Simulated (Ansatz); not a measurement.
# singlet NO+: levels of theory compared

We compute a comparison of 6 runs (HF/3-21G, PBE0/def2-TZVPPD, r2SCAN0/def2-TZVPPD, revPBE/def2-TZVPPD, wB97M-V/def2-TZVPPD, MP2/def2-TZVPPD) of singlet NO+. 

The calculation is run with Ansatz 0.2.0.

37 further runs of the same task are left out: 37 set aside as unsound or not needed.

**1. The system as given**

NO+: 2 atoms, total charge +1, spin state singlet. As SMILES of the parent species, `[N]=O`. The shape is that of a PBE0-D4/def2-TZVP optimisation. That shape belongs to the parent species and isn't relaxed for this state.

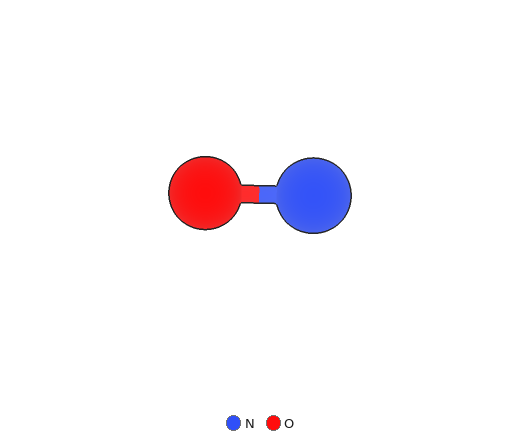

Viewed from a chosen angle; nitrogen blue, oxygen red.

**2. A single-point energy at HF/3-21G (run 1)**

Contents of job.yaml:

```yaml
basis:
  gaussian:
    orbitals: 3-21G.json
crystal:
  periodic: [false, false, false]
  atoms:
    - {symbol: "N", position_ang: [-0.483620, 0.177030, -0.243990]}
    - {symbol: O, position_ang: [0.483620, -0.177030, 0.243990]}
output:
  orbitals: {seedname: orbitals}
accuracy: high
hamiltonian:
  xc: hf
total_charge: 1
```

The basis set 3-21G is read from a file made from the Basis Set Exchange's data (not shown).

Started as:

```console
$ ansatz run job.yaml --threads 1 --pin off --max-ram 3480MiB --events-out events.jsonl --progress --plain --runs-dir runs
```

Log:

```text
Warning: RAYON_NUM_THREADS=1 ignored (pool sized by the plan → 1); use --threads N
Functional definition: HF
  name "HF"
  exchange = exact_x
  correlation = 0
340 factors; integrals over basis functions are off by at most 4.1e-9 eV
mean field evaluation 1: about -3483.6485 eV, gradient 3.9e1 eV
mean field evaluation 2: about -3483.6528 eV, gradient 3.9e1 eV
mean field evaluation 4: about -3486.1687 eV, gradient 1.3e0 eV
mean field evaluation 8: about -3486.1721 eV, gradient 6.9e-4 eV
mean field -3486.17214642 eV, -128.1144633687 hartree, gradient 8.5e-8 eV, S^2 0.000000; 0 other end points of the search recorded, 0 dependent functions left out
reference -3486.17214642 eV, -128.1144633687 hartree; 7, 7 occupied and 11, 11 virtual orbitals, 340 factors
Total energy: -3486.17214642 eV, -128.1144633687 hartree
```

Run time: 0.08 s. Hardware: 1 thread of Arm Neoverse V1, shared host.

**3. A single-point energy at PBE0/def2-TZVPPD (run 2)**

Contents of job.yaml:

```yaml
crystal:
  periodic: [false, false, false]
  atoms:
    - {symbol: "N", position_ang: [-0.483620, 0.177030, -0.243990]}
    - {symbol: O, position_ang: [0.483620, -0.177030, 0.243990]}
basis:
  gaussian:
    orbitals: def2-TZVPPD.json
total_charge: 1
hamiltonian:
  xc: {name: PBE0}
accuracy: high
output: {orbitals: {seedname: orbitals}}
```

The basis set def2-TZVPPD is read from a file made from the Basis Set Exchange's data (not shown).

Started as:

```console
$ ansatz run job.yaml --threads 1 --pin off --max-ram 3480MiB --events-out events.jsonl --progress --plain --runs-dir runs
```

Log:

```text
Warning: RAYON_NUM_THREADS=1 ignored (pool sized by the plan → 1); use --threads N
Functional definition: PBE0
  name "PBE0"
  parameter a = 0.25
  parameter kappa = 0.804
  parameter beta = 0.06672455060314922
  exchange = (1 - a)*pbe_x(kappa = kappa, mu = beta*pi^2/3) + a*exact_x
  correlation = pbe_c(beta = beta)
1070 factors; integrals over basis functions are off by at most 3.5e-9 eV
mean field evaluation 1: about -3517.1926 eV, gradient 5.9e1 eV
mean field evaluation 2: about -3487.0371 eV, gradient 1.4e2 eV
mean field evaluation 4: about -3522.1666 eV, gradient 1.5e0 eV
mean field evaluation 8: about -3522.1703 eV, gradient 4.5e-3 eV
mean field evaluation 16: about -3522.1703 eV, gradient 1.4e-8 eV
mean field -3522.17025403 eV, -129.4373694230 hartree, gradient 4.6e-9 eV, S^2 0.000000; 0 other end points of the search recorded, 0 dependent functions left out
reference -3522.17025518 eV, -129.4373694650 hartree; 7, 7 occupied and 70, 70 virtual orbitals, 1070 factors
Total energy: -3522.17025518 eV, -129.4373694650 hartree
```

It took 1.5 s on 1 thread of Arm Neoverse V1, shared host; peak memory 0.13 GiB.

Run 3 isn't shown in full; the table further down has it.

**4. A single-point energy at revPBE/def2-TZVPPD (run 4)**

Contents of job.yaml:

```yaml
crystal:
  periodic: [false, false, false]
  atoms:
    - symbol: N
      position_ang: [-0.483620, 0.177030, -0.243990]
    - symbol: O
      position_ang: [0.483620, -0.177030, 0.243990]
basis:
  gaussian: {orbitals: def2-TZVPPD.json}
total_charge: 1
hamiltonian: {xc: {name: revPBE}}
accuracy: high
output: {orbitals: {seedname: orbitals}}
```

The basis set def2-TZVPPD is read from a file made from the Basis Set Exchange's data (not shown).

Started as:

```console
$ ansatz run job.yaml --threads 1 --pin off --max-ram 3480MiB --events-out events.jsonl --progress --plain --runs-dir runs
```

Log:

```text
Warning: RAYON_NUM_THREADS=1 ignored (pool sized by the plan → 1); use --threads N
Functional definition: revPBE
  name "revPBE"
  parameter kappa = 1.245
[... 1 set-up line as earlier in the session ...]
  exchange = pbe_x(kappa = kappa, mu = beta*pi^2/3)
[... 1 set-up line as earlier in the session ...]
1070 factors; integrals over basis functions are off by at most 3.5e-9 eV
mean field evaluation 1: about -3519.1329 eV, gradient 6.8e1 eV
mean field evaluation 2: about -3463.4575 eV, gradient 1.7e2 eV
mean field evaluation 4: about -3525.5006 eV, gradient 6.3e0 eV
mean field evaluation 8: about -3525.5582 eV, gradient 6.1e-1 eV
mean field evaluation 16: about -3525.5588 eV, gradient 5.4e-7 eV
mean field -3525.55880581 eV, -129.5618964040 hartree, gradient 5.1e-9 eV, S^2 0.000000; 0 other end points of the search recorded, 0 dependent functions left out
reference -3525.55880784 eV, -129.5618964786 hartree; 7, 7 occupied and 70, 70 virtual orbitals, 1070 factors
Total energy: -3525.55880784 eV, -129.5618964786 hartree
```

It took 1.5 s on 1 thread of Arm Neoverse V1, shared host; peak memory 0.12 GiB.

Run 5 isn't shown in full; the table further down has it.

**5. A single-point energy at MP2/def2-TZVPPD (run 6)**

Contents of input.yaml:

```yaml
crystal:
  periodic: [false, false, false]
  atoms:
    - {symbol: "N", position_ang: [-0.483620, 0.177030, -0.243990]}
    - {symbol: O, position_ang: [0.483620, -0.177030, 0.243990]}
basis:
  gaussian: {orbitals: def2-TZVPPD.json}
correlation: {method: mp2, frozen_orbitals: {"N": 1, O: 1}}
accuracy: high
total_charge: 1
```

The basis set def2-TZVPPD is read from a file made from the Basis Set Exchange's data (not shown).

Started as:

```console
$ ansatz run input.yaml --threads 1 --pin off --max-ram 3480MiB --events-out events.jsonl --progress --plain --runs-dir runs
```

Log:

```text
Warning: RAYON_NUM_THREADS=1 ignored (pool sized by the plan → 1); use --threads N
[... 4 set-up lines as earlier in the session ...]
1070 factors; integrals over basis functions are off by at most 3.5e-9 eV
mean field evaluation 1: about -3505.7280 eV, gradient 4.2e1 eV
mean field evaluation 2: about -3505.7307 eV, gradient 4.2e1 eV
mean field evaluation 4: about -3508.5186 eV, gradient 2.3e0 eV
mean field evaluation 8: about -3508.5336 eV, gradient 2.0e-5 eV
mean field -3508.53360298 eV, -128.9362317401 hartree, gradient 5.9e-8 eV, S^2 0.000000; 0 other end points of the search recorded, 0 dependent functions left out; unrestricted orbitals would lower it
mean field evaluation 16: about -3508.6205 eV, gradient 3.2e-1 eV
2 core orbitals not correlated: weight in the atoms' cores, before any rotation towards them, 1.000 or more for the frozen orbitals, at most 0.000 for the correlated occupied ones
reference -3508.53360298 eV, -128.9362317401 hartree; 5, 5 occupied and 70, 70 virtual orbitals, 1070 factors
second order -11.79203502 eV of doubles, -0.00000000 eV of singles
Total energy: -3520.32563800 eV, -129.3695810342 hartree
```

Wall time 0.8 s (1 thread of Arm Neoverse V1, shared host); peak memory 0.11 GiB.

**6. All runs side by side**

```tsv
run	level	frozen core orbitals	energy (Eh)	HOMO energy (eV)	LUMO energy (eV)	HOMO–LUMO gap (eV)	wall time
1	HF/3-21G	–	-128.114463	-30.63	-9.54	21.09	0.08 s
2	PBE0/def2-TZVPPD	–	-129.437369	-25.15	-13.92	11.23	1.5 s
3	r2SCAN0/def2-TZVPPD	–	-129.482307	-25.54	-13.81	11.73	2.6 s
4	revPBE/def2-TZVPPD	–	-129.561896	-22.96	-15.27	7.69	1.5 s
5	wB97M-V/def2-TZVPPD	–	-129.555945	-27.72	-11.18	16.54	8.7 s
6	MP2/def2-TZVPPD	2	-129.369581	–	–	–	0.8 s
```

**7. What came out**

| quantity | value |
| --- | --- |
| run 6: total energy | -129.36958 Eh |
| run 6: correlation energy (2 core orbitals frozen) | -433.3 mEh |

**Reading.** Over runs 1, 2, 3, 4, 5 the HOMO–LUMO gap runs from 7.69 eV (revPBE/def2-TZVPPD) to 21.09 eV (HF/3-21G). The two ends differ in method and basis. Totals of different functionals can't be ranked against each other. In run 6 the log says that unrestricted orbitals would lower the reference, so the values rest on an unstable closed-shell determinant (other closed-shell runs at this shape may share the fault). All runs together took 15 s, the longest 8.7 s.
